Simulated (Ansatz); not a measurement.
Computed energy against volume: Lu (hcp, Mg type)

Lu (hcp, Mg type), conventional cell a = 3.507 Å, b = 3.507 Å, c = 5.462 Å, α = 90.00°, β = 90.00°, γ = 120.00°. The calculation uses the primitive cell of 2 atoms, to which meshes and values per cell refer.

The volume is varied about the relaxed value V₀ at fixed cell shape. Symmetry pins the atoms to their sites.

The numbers are results of PBE (plane waves to 420 eV, PAW, scalar-relativistic; Ansatz, a program for electronic structure), not measurements. k mesh 15×15×9 (Γ-centred), Fermi-Dirac smearing 0.05 eV. E stands for the smeared free energy. Stress and pressure are positive under compression. With the shape held, the modulus is that of even scaling; a crystal free to change shape is softer. Lu is run without spin polarisation. Lu was relaxed with its symmetry unable to fall. The PAW data are Ansatz's earlier set. ΔE is measured from the relaxed starting cell.

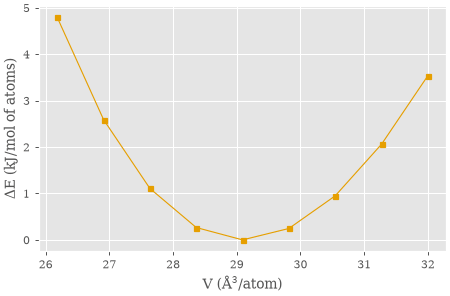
Figure. ΔE (kJ/mol of atoms) against V (Å³/atom); computed points joined by lines.

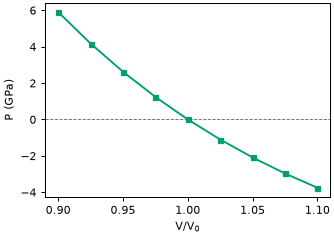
Figure: P (GPa) against V/V₀; markers are the computed points, lines only join them.

The energy cost of the largest compression is 50 meV/atom and the energy cost of the largest expansion is 37 meV/atom. The pressure at the smallest volume is 5.9 GPa. The pressure derivative B₀′ (fit) comes out as 3.5. The bulk modulus at fixed cell shape B₀ (third-order Birch-Murnaghan fit) is 46.7 GPa.

(Under strain, the slope of the energy per volume gives the stress and its curvature an elastic modulus.)
